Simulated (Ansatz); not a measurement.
Results of B3LYP (VWN-RPA form) (PAW; Ansatz, a program for electronic structure) for fcc Al.

Numerical settings: plane-wave cutoff 460 eV, 14×14×14 k mesh, Fermi–Dirac smearing 0.05 eV, scalar-relativistic PAW data made under PBE.

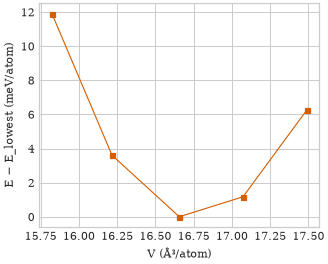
Figure: Total energy against volume

Problem. From the curve, estimate the equilibrium volume and the bulk modulus.

Solution. V0 ≈ 16.7 Å³/atom and B0 ≈ 67 GPa; the fit gives V0 = 16.743 Å³/atom, B0 = 67.5 GPa, B′ = 5.5.

Measured, for comparison: bulk modulus 80.8 GPa (corrected for temperature and zero-point phonon effects, our sources range from 77.1 to 82.0; as tabulated in Levämäki et al. (2014), arXiv:1402.3671); equilibrium volume per atom 16.22 Å³/atom (static lattice: zero-point anharmonic expansion removed; as tabulated in Mejia-Rodriguez and Trickey (2018), arXiv:1807.09216). Computed (rounded) less measured: bulk modulus -16 % (-12 % to -18 % over the range), equilibrium volume per atom +3.2 %.

The computed numbers hold no vibrational or temperature effects.

Cost on a shared machine: around 6 core-minutes (rough).
